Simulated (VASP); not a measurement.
Band structure of Be$_{2}$C (antifluorite). All values below come from PBE GGA with D3 dispersion (Becke-Johnson damping), VASP's PBE PAW potentials (set 64) (plane waves; VASP).

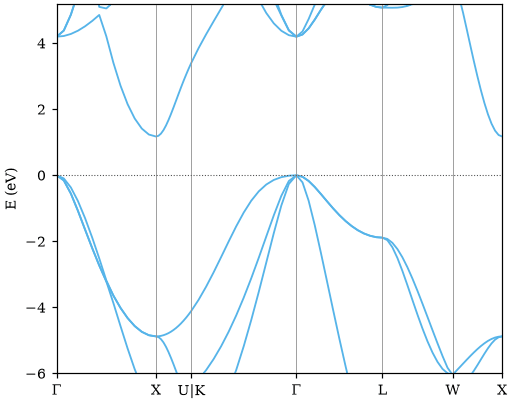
Figure. Bands along high-symmetry lines, zero at the valence-band maximum or, without a gap, the Fermi level

Read the plot: is there a gap, and where are the band edges?

The gap is indirect, 1.17 eV, from the valence maximum at Γ to the conduction minimum at X. (Edges off the drawn lines would not show.)

The compound is Be2C in the antifluorite structure. It was relaxed first.
